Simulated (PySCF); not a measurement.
Consider AlPb (charge +1, triplet).

```yaml
atoms:
  - { symbol: Al, position_ang: [0.0000, 0.0000, -2.7113] }
  - { symbol: Pb, position_ang: [0.0000, 0.0000, 0.3517] }
```

Core potentials replace the inner electrons of Pb.

Method: PBE0/def2-SVP, non-relativistic Hamiltonian with scalar-relativistic core potentials where named, at a bond length of 3.063 Å in PySCF 2.14.0.

> Predict the electron density, electron localisation function and spin density between the atoms.

Al–Pb (3.06 Å): ρ is about 0.22 e/Å³ halfway; the ELF peaks at about 0.85 between the atoms; localised, covalent bonding.
The unpaired spin (2 electrons) lies mostly on Pb2 (about 1.3) and Al1 (about 0.7), in electrons by Hirshfeld's partition.

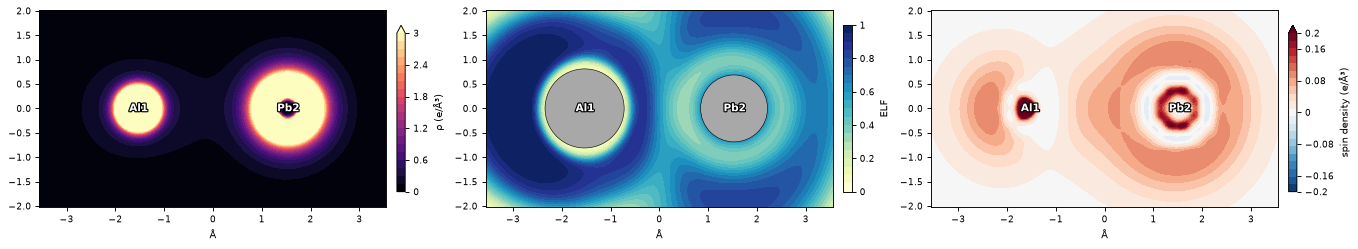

Computed electron density, electron localisation function and spin density on a plane that holds the molecular axis, in this order. Grey discs cover the atomic cores in the ELF map. 
